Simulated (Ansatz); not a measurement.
```
atom    x (Å)    y (Å)    z (Å)
   C  -1.2327  -1.3317  -0.2499
   C  -0.4190  -0.4518  -0.0862
  Ga   0.8706   0.9408   0.1763
   H  -1.9501  -2.1074  -0.3947
   H   1.7786   1.3392  -1.0283
   H   0.9526   1.6109   1.5829
```

Geometry: PBE0-D4/def2-TZVP.

These are results of Ansatz, RKS PBE0-D4/def2-TZVPP, not measurements.

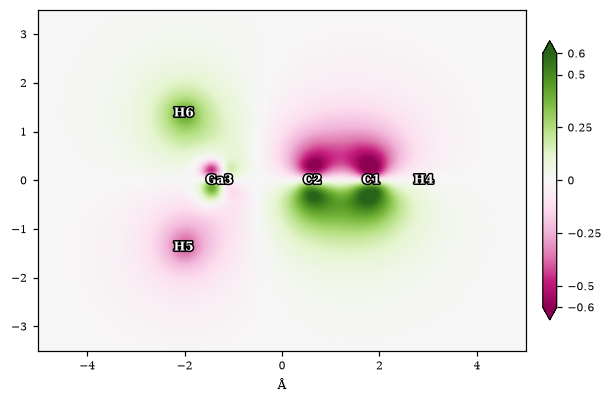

C$_{2}$H$_{3}$Ga (SMILES C#[C][GaH2]). The HOMO on the molecular plane (values in Å⁻³ᐟ²; the overall sign is arbitrary).

### What is the character of this orbital?

Its weight (Hirshfeld) is mainly on C1 (about 40 %), C2 (about 30 %), Ga3 (about 10 %), H5 (about 10 %) and H6 (about 10 %); it is symmetric in the molecular plane (an in-plane orbital: σ, lone-pair or in-plane π type). Its energy is −7.94 eV.
